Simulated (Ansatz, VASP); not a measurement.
# Cross-check of PbSe between VASP and Ansatz

Aim: how closely do two programs agree when they are given the same cell, functional and k mesh? The cell is taken from a series of VASP runs on this material, whose earlier steps may have relaxed, scaled or displaced it; both programs get it as it stands. Other levels of theory on this material are compared in a session of their own. Valence electrons are named where the data sets of a main pair hold unlike numbers.

Main program and level: Ansatz 0.2.0; plane waves, with VASP 6.6.1 beside it; single point at PBE.

### 1. Starting point

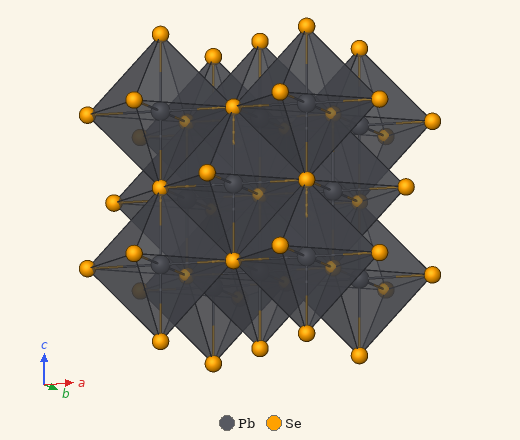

The cell as given, from a free direction (lead dark grey, selenium orange). This picture shows the conventional cell, with its axes. Some periodic images of atoms are drawn too.

Structure file:

```cif
data_structure
_symmetry_space_group_name_H-M 'P 1'
_symmetry_Int_Tables_number 1
_cell_length_a 4.3284
_cell_length_b 4.3284
_cell_length_c 4.3284
_cell_angle_alpha 60.000
_cell_angle_beta 60.000
_cell_angle_gamma 60.000
_cell_volume 57.34
loop_
_atom_site_label
_atom_site_type_symbol
_atom_site_fract_x
_atom_site_fract_y
_atom_site_fract_z
_atom_site_occupancy
Pb1 Pb 0.00000 0.00000 0.00000 1
Se2 Se 0.50000 0.50000 0.50000 1
```

### 2. VASP: single point, PBE

With cell and atoms fixed, the geometry can't cause a difference; cores, projectors, grids and the points listed under the comparison can.

Lines of VASP's logs that name or quote its potential files are left out, and so is its time.

INCAR reads:

```
SYSTEM = PbSe
PREC = Accurate
ENCUT = 400
EDIFF = 1E-08
NELM = 100
ISMEAR = 0
SIGMA = 0.02
LREAL = .FALSE.
ALGO = Normal
GGA = PE
NBANDS = 16
LORBIT = 11
LWAVE = .FALSE.
LCHARG = .FALSE.
KPAR = 4
```

POSCAR reads:

```
PbSe
1.0
    0.0000000000      3.0606500000      3.0606500000
    3.0606500000      0.0000000000      3.0606500000
    3.0606500000      3.0606500000      0.0000000000
Pb Se
1 1
Direct
    0.0000000000      0.0000000000      0.0000000000
    0.5000000000      0.5000000000      0.5000000000
```

KPOINTS reads:

```
Automatic mesh
0
Gamma
8 8 8
0 0 0
```

KPOINTS_OPT reads:

```
points round the band edges
26
Reciprocal
  0.5000000000   0.0000000000   0.0000000000 1
  0.5000000000   0.0000000000   0.0000000000 1
  0.5000000000  -0.0038969406  -0.0038969406 1
  0.5000000000   0.0038969406   0.0038969406 1
  0.4961030594   0.0000000000  -0.0038969406 1
  0.5038969406   0.0000000000   0.0038969406 1
  0.4961030594  -0.0038969406   0.0000000000 1
  0.5038969406   0.0038969406   0.0000000000 1
  0.5000000000  -0.0146135273  -0.0146135273 1
  0.5000000000   0.0146135273   0.0146135273 1
  0.4853864727   0.0000000000  -0.0146135273 1
  0.5146135273   0.0000000000   0.0146135273 1
  0.4853864727  -0.0146135273   0.0000000000 1
  0.5146135273   0.0146135273   0.0000000000 1
  0.5000000000  -0.0038969406  -0.0038969406 1
  0.5000000000   0.0038969406   0.0038969406 1
  0.4961030594   0.0000000000  -0.0038969406 1
  0.5038969406   0.0000000000   0.0038969406 1
  0.4961030594  -0.0038969406   0.0000000000 1
  0.5038969406   0.0038969406   0.0000000000 1
  0.5000000000  -0.0146135273  -0.0146135273 1
  0.5000000000   0.0146135273   0.0146135273 1
  0.4853864727   0.0000000000  -0.0146135273 1
  0.5146135273   0.0000000000   0.0146135273 1
  0.4853864727  -0.0146135273   0.0000000000 1
  0.5146135273   0.0146135273   0.0000000000 1
```

The projector-augmented-wave data sets are Pb_d and Se (PBE family, release 64).

The run is started by

```
> mpirun -np 4 vasp_std
```

Numbers of over 12 decimals in the logs are rounded to 6 here.

The log of the run:

```text
[banner, memory and clock lines left out]
running    4 mpi-ranks, on    1 nodes
 distrk:  each k-point on    1 cores,    4 groups
 distr:  one band on    1 cores,    1 groups

 POSCAR found type information on POSCAR PbSe
 POSCAR found :  2 types and       2 ions
 LDA part: xc-table for (Slater+PW92), standard interpolation
 POSCAR, INCAR and KPOINTS ok, starting setup
 FFT: planning ... GRIDC
 FFT: planning ... GRID_SOFT
 FFT: planning ... GRID
 WAVECAR not read
 entering main loop
       N       E                     dE             d eps       ncg     rms          rms(c)
DAV:   1     0.143078755285E+03    0.14308E+03   -0.83610E+03   928   0.104E+03
DAV:   2     0.894527154704E+00   -0.14218E+03   -0.13802E+03  1024   0.292E+02
DAV:   3    -0.829090064006E+01   -0.91854E+01   -0.91632E+01  1224   0.810E+01
DAV:   4    -0.845978168609E+01   -0.16888E+00   -0.16886E+00  1112   0.135E+01
DAV:   5    -0.846639528814E+01   -0.66136E-02   -0.66135E-02  1336   0.230E+00    0.278E+00
DAV:   6    -0.818026988881E+01    0.28613E+00   -0.74266E-01  1424   0.612E+00    0.158E+00
DAV:   7    -0.817521356700E+01    0.50563E-02   -0.11894E-01  1192   0.173E+00    0.861E-01
DAV:   8    -0.817858677576E+01   -0.33732E-02   -0.13083E-02  1128   0.131E+00    0.160E-01
DAV:   9    -0.817817443015E+01    0.41235E-03   -0.26238E-03  1416   0.526E-01    0.498E-02
DAV:  10    -0.817824514896E+01   -0.70719E-04   -0.21197E-04  1128   0.892E-02    0.172E-02
DAV:  11    -0.817825194300E+01   -0.67940E-05   -0.51677E-05  1240   0.768E-02    0.764E-03
DAV:  12    -0.817825198470E+01   -0.41705E-07   -0.28284E-06  1176   0.123E-02    0.174E-03
DAV:  13    -0.817825206507E+01   -0.80367E-07   -0.12113E-07  1224   0.339E-03    0.611E-04
DAV:  14    -0.817825209049E+01   -0.25416E-07   -0.83216E-08  1080   0.193E-03    0.205E-04
DAV:  15    -0.817825209491E+01   -0.44204E-08   -0.18937E-09   976   0.298E-04
   1 F= -.81782521E+01 E0= -.81782521E+01  d E =-.674104E-11
 Start KPOINTS_OPT (optional k-point list driver)
k-point batch [1-26\26]
       N       E                     dE             ncg
DAV:   1     0.911293210110E+03   -0.12283E+05      832
DAV:   2    -0.271661531173E+04   -0.36279E+04      984
DAV:   3    -0.295742994511E+04   -0.24081E+03     1072
DAV:   4    -0.296235539333E+04   -0.49254E+01     1080
DAV:   5    -0.296253586465E+04   -0.18047E+00     1144
DAV:   6    -0.296254578473E+04   -0.99201E-02     1272
DAV:   7    -0.296254587945E+04   -0.94717E-04     1120
DAV:   8    -0.296254588061E+04   -0.11591E-05     1272
DAV:   9    -0.296254588062E+04   -0.90367E-08      936
```

OUTCAR, selected parts (step 2):

```text
ion  position               nearest neighbor table
   1  0.000  0.000  0.000-   2 3.06   2 3.06   2 3.06   2 3.06   2 3.06   2 3.06
   2  0.500  0.500  0.500-   1 3.06   1 3.06   1 3.06   1 3.06   1 3.06   1 3.06

  LATTYP: Found a face centered cubic cell.
 ALAT       =     6.1213000000

 Subroutine GETGRP returns: Found 48 space group operations
 (whereof 48 operations were pure point group operations)

The static configuration has the point symmetry O_h .

 Found     29 irreducible k-points:

   k-points           NKPTS =     29   k-points in BZ     NKDIM =     29   number of bands    NBANDS=     16

   dimension x,y,z NGX =    28 NGY =   28 NGZ =   28
   dimension x,y,z NGXF=    56 NGYF=   56 NGZF=   56

   ENCUT  =  400.0 eV  29.40 Ry    5.42 a.u.   7.06  7.06  7.06*2*pi/ulx,y,z

   NELECT =      20.0000    total number of electrons

 k-points in reciprocal lattice and weights: Automatic mesh
   0.00000000  0.00000000  0.00000000       0.002
   0.12500000  0.00000000  0.00000000       0.016
   0.25000000  0.00000000  0.00000000       0.016
   0.37500000  0.00000000  0.00000000       0.016
   0.50000000  0.00000000  0.00000000       0.008
   0.12500000  0.12500000  0.00000000       0.012
   0.25000000  0.12500000  0.00000000       0.047
   0.37500000  0.12500000  0.00000000       0.047
   0.50000000  0.12500000  0.00000000       0.047
[...]
-0.37500000  0.50000000  0.12500000       0.023
  -0.25000000  0.50000000  0.25000000       0.012

 average (electrostatic) potential at core
       1 -92.3152       2 -52.8876

 E-fermi :   5.1510

 k-point     1 :       0.0000    0.0000    0.0000
  band No.  band energies     occupation
    ...
      6      -8.5249      2.00000
      7      -1.2349      2.00000
      8       3.1907      2.00000
      9       3.1907      2.00000
     10       3.1907      2.00000
     11       9.7808      0.00000
     12       9.7808      0.00000
     13       9.7808      0.00000
     14      11.5849      0.00000
     15      11.5849      0.00000
    ...

 k-point     2 :       0.1250    0.0000    0.0000
  band No.  band energies     occupation
    ...
      6      -8.4065      2.00000
      7      -1.6296      2.00000
      8       3.2318      2.00000
      9       3.2318      2.00000
     10       3.4674      2.00000
     11       8.7178      0.00000
     12       9.1046      0.00000
     13       9.1046      0.00000
     14      11.4066      0.00000
     15      11.9279      0.00000
    ...

 k-point     3 :       0.2500    0.0000    0.0000
  band No.  band energies     occupation
    ...
      6      -8.0815      2.00000
      7      -2.5007      2.00000
      8       3.3516      2.00000
      9       3.3516      2.00000
     10       4.0229      2.00000
     11       7.2308      0.00000
     12       7.9819      0.00000
     13       7.9819      0.00000
     14      11.6002      0.00000
     15      12.7919      0.00000
    ...

  Total        0.8557719      0.8557719      0.8557719      0.0000000      0.0000000      0.0000000
  in kB       23.9109913     23.9109913     23.9109913      0.0000000      0.0000000      0.0000000
  external PRESSURE =      23.9109913 kB  Pullay stress =       0.0000000 kB

  energy-cutoff  :      400.00
  volume of cell :       57.34
      direct lattice vectors                 reciprocal lattice vectors
     0.000000000  3.060650000  3.060650000    -0.163363991  0.163363991  0.163363991
     3.060650000  0.000000000  3.060650000     0.163363991 -0.163363991  0.163363991
     3.060650000  3.060650000  0.000000000     0.163363991  0.163363991 -0.163363991

 POSITION                                       TOTAL-FORCE (eV/Angst)
 -----------------------------------------------------------------------------------
      0.00000      0.00000      0.00000        -0.000000     -0.000000     -0.000000
      3.06065      3.06065      3.06065         0.000000      0.000000      0.000000
 -----------------------------------------------------------------------------------
    total drift:                               -0.000000      0.000000      0.000000

  FREE ENERGIE OF THE ION-ELECTRON SYSTEM (eV)
  ---------------------------------------------------
  free  energy   TOTEN  =        -8.1782520949 eV

  energy  without entropy=       -8.1782520949  energy(sigma->0) =       -8.17825209

 total charge
# of ion       s       p       d       tot
------------------------------------------
    1        1.477   0.536   9.841  11.854
    2        1.467   2.336   0.017   3.820
--------------------------------------------------
tot          2.944   2.872   9.858  15.674

[... 3 further parts left out ...]
```

The run ends at a pressure of 2.39 GPa.

### 3. Ansatz: single point, PBE

Ansatz runs on its default PAW (the set named soft_2) files.

The same cell, functional, mesh and smearing now go to Ansatz, which takes its cutoff from its data sets.

input.yaml reads:

```yaml
crystal:
  lattice:
    - [0.0, 3.06065, 3.06065]
    - [3.06065, 0.0, 3.06065]
    - [3.06065, 3.06065, 0.0]
  atoms:
    - { symbol: Pb, position: [0.0, 0.0, 0.0] }
    - { symbol: Se, position: [0.5, 0.5, 0.5] }
hamiltonian:
  xc: pbe
  pseudopotentials: { kind: paw }
kpoints:
  mp_grid: { grid: [8, 8, 8] }
scf:
  occupations: { method: gaussian, width: 0.02 }
  n_extra_bands: 4
output:
  forces: true
  stress: true
  eigenvalues: true
  write_density: true
  write_potential: true
  elf: true
  volumetric_format: npy
```

The run is started by

```
> ansatz run input.yaml --threads 2 --pin off --max-ram 4608MiB --backend cpu --events-out ev --progress --plain --runs-dir out
```

The log of the run:

```text
scf.n_extra_bands = 4 over 15 filled bands (N_el = 30.0): the run solves 19 bands
Engine: ansatz 0.2.0, x86_64-unknown-linux-gnu
Pseudopotentials: kind: paw
Pseudopotential: Pb, paw, valence charge 14, recommended cutoff 420 eV (normal), Pb.paw.azcp
Pseudopotential: Se, paw, valence charge 16, recommended cutoff 420 eV (normal), Se.paw.azcp
Functional definition: PBE
  parameter kappa = 0.804
  parameter beta = 0.066725
  exchange = pbe_x(kappa = kappa, mu = beta*pi^2/3)
  correlation = pbe_c(beta = beta)
Crystal: 2 atoms, lattice volume = 57.342 Å³
Basis set: ecut = 420 eV, 1139 PW (Γ), exchange–correlation on 60×60×60 points (8 copies of the dense FFT grid, shifted against one another)
Bands: 19, of which v1, the nominal top of the filled ones, is band 15 counted from 1 (14 counted from 0)
Symmetry: 48 space group operations
Space group: Fm-3m (ITA 225), of the structure as read, at distance tolerance 3.9e-5 Å
k-points: 29 of 512
Non-local potential: Pb, projectors of the file, l = 0: 2, l = 1: 2, l = 2: 2, l = 3: 2
Non-local potential: Se, projectors of the file, l = 0: 2, l = 1: 2, l = 2: 3, l = 3: 1
PAW form: soft (Blöchl's): semilocal exchange-correlation on the pseudo side does not see the compensation charge
PAW one-centre angular grid: Pb, 590 points (default); XC on 64 Gauss nodes
PAW one-centre angular grid: Se, 590 points (default); XC on 64 Gauss nodes
Initial density: superposition of atomic densities (neutral atoms: chi_scale 0, normalization atom), corrected by the library's trained network
Initial wavefunctions: pseudopotential atomic-orbital guess
Functional: x = pbe(κ = 0.804, μ = 0.219515), c = pbe(β = 0.066725)
SCF iter   1: F=—  HF=-17376.603715 eV  |F-HF|=—  |Δ(HF+E_count)|=         —  Δρ=5.81e-4  dr2=1.97e-4  ethr=1.77e-3  ⟨swp⟩=6.3  Hψ=2657  notcnv=0
preconditioner: auto → none  [insulator: Δε(μ)=0.288 eV  Ē_g=15.323 eV  σ=0.020 eV  W_gap=1.00  n_scr=14 (ndim 8)  ℏωp=21.9 eV  f_vac=0.019  D(μ)=0.00/eV (n_scr^D=0)  ε∞_Penn≈3.0]
SCF iter   2: F=—  HF=-17376.603045 eV  |F-HF|=—  |Δ(HF+E_count)|=   6.70e-4  Δρ=3.63e-4  dr2=4.03e-5  ethr=6.57e-7  ⟨swp⟩=2.7  Hψ=1309  notcnv=0
SCF iter   3: F=—  HF=-17376.603055 eV  |F-HF|=—  |Δ(HF+E_count)|=   9.80e-6  Δρ=1.84e-4  dr2=9.66e-6  ethr=1.34e-7  ⟨swp⟩=2.0  Hψ=974  notcnv=0
SCF iter   4: F=—  HF=-17376.603073 eV  |F-HF|=—  |Δ(HF+E_count)|=   1.79e-5  Δρ=5.14e-5  dr2=1.84e-6  ethr=3.22e-8  ⟨swp⟩=2.0  Hψ=986  notcnv=0
SCF iter   5: F=—  HF=-17376.603072 eV  |F-HF|=—  |Δ(HF+E_count)|=   7.78e-7  Δρ=1.91e-5  dr2=2.46e-7  ethr=6.12e-9  ⟨swp⟩=2.0  Hψ=829  notcnv=0
SCF iter   6: F=-17376.603072 eV  HF=-17376.603072 eV  |F-HF|=2.39e-8  |Δ(HF+E_count)|=   1.12e-7  Δρ=6.18e-6  dr2=2.04e-8  ethr=3.33e-10  ⟨swp⟩=8.8  Hψ=3897  notcnv=0
SCF 1 converged in 6 iterations: F = -17376.603072 eV  dr2 = 2.04e-8
  greatest PAW one-centre occupation: 1.000 electrons in one spin orbital (limit 2), on the Se atom at site 1 (counted from 0), in its partial waves of l = 2
SCF converged after 6 iterations
Free energy (F): -17376.603072 eV
Harris-Foulkes:  -17376.603072 eV  (|F-HF|=2.39e-8)
Internal energy: -17376.603072 eV  (E = F + TS)
E sigma→0 (E₀):  -17376.603072 eV
Fermi energy:    9.177541 eV
--- Per-component energies (eV) ---
  E_band       = -425.084854
  E_kinetic    = 406.274159
  E_local      = -3527.542388  (includes V_loc(G=0)·N_el)
  E_nonlocal   = -245.939612
  E_hartree    = 1642.826116
  E_xc         = -325.851268
  E_vxc        = -231.571249  (∫ρ·V_xc dr)
  E_paw        = -12314.662319  (= ΣΔE_a)
  E_vpaw       = -111.948836  (= ΣTr[D̂ρ^β])
  E_aug_tail   = -0.000502  (compensation charges beyond the density's cutoff)
  E_ewald      = -3011.707258
  E_smearing   = -0.000000  (= −TS)
  E_closure    = 0.000000  (closes the sum)
  Σ components = -17376.603072   (vs F -17376.603072, Δ=0.00e0)
--- Forces (eV/Å), atoms counted from 1 ---
  atom   1  Pb    -0.00000000     0.00000000    -0.00000000
  atom   2  Se     0.00000000    -0.00000000    -0.00000000
  max |Σ_I F_I| component: 1.64e-30 eV/Å
--- Stress (GPa, compression-positive) ---
        2.425291       0.000000      -0.000000
        0.000000       2.425291       0.000000
        0.000000       0.000000       2.425291
  P = ⅓ Tr σ = 2.4253 GPa (24.253 kbar)
--- Band table (eV; the first three rows and the last of 29) ---
  k-point 0: bands = [... 11 lower, 2.7334, 7.1482, 7.1482, 7.1482, 13.7418, 13.7418, 13.7418, 15.5513]
  k-point 1: bands = [... 11 lower, 2.3384, 7.1892, 7.1892, 7.4258, 12.6794, 13.0661, 13.0661, 15.3703]
  k-point 2: bands = [... 11 lower, 1.4671, 7.3091, 7.3091, 7.9832, 11.1924, 11.9434, 11.9434, 15.5623]
  k-point 28: bands = [... 11 lower, 1.0235, 4.7979, 4.7979, 8.2346, 10.9195, 13.9781, 13.9781, 16.7604]
```

It took 0.75 s on 2 threads of Intel Xeon 6975P-C (Granite Rapids), shared host; peak memory 0.41 GiB; 1.3 s of CPU time.

The column dr2 measures how far the density is from self-consistency, as an energy; F and HF (Harris–Foulkes) agree once it is small.

The run ends at a pressure of 2.43 GPa.

### 4. Comparison

Known differences besides the potentials themselves: the data sets hold 30 valence electrons in Ansatz (on its default PAW (the set named soft_2) files) and 20 in VASP; the cutoff is 420 eV in Ansatz and 400 eV in VASP; VASP leaves aspherical gradient terms in its spheres out (LASPH is not set), Ansatz keeps them. Total energies have different zeros and are not compared.

The two programs side by side:

| quantity | Ansatz | VASP | difference |
| --- | --- | --- | --- |
| pressure (GPa) | 2.43 | 2.39 | +0.03 |
| gap as sampled (VASP's with further points off the mesh) (eV) | 0.286 | 0.291 | -0.005 |

Ansatz's pressure holds a Pulay correction of 0.02 GPa; VASP's holds none.

### 5. Results

| Property | Result |
| --- | --- |
| difference in gap as sampled (VASP's with further points off the mesh) (single point, PBE) | -0.0050 eV |

The difference in gap as sampled (VASP's with further points off the mesh) is -0.0050 eV (single point, PBE), within the 0.08 eV picked in this series as the mark of a large difference. The data sets hold unlike numbers of valence electrons (30 in Ansatz and 20 in VASP), so part of the differences comes from the potentials. 8 further runs of this series are not shown here. How closely two codes agree says nothing of how well the functional describes the real material.

[Lines on the potential files, build, host, timing and source positions are cut from VASP's logs without a mark.]

[Logs are printed without paths, hosts, clocks, repeated set-up lines and the standing remarks that a program may print on its own settings, such as how far it seeks lower states.]

[Hosts, paths, dates, database ids (printed as entryN), source tags and the programs' standing remarks are cut or masked in the printed files.]
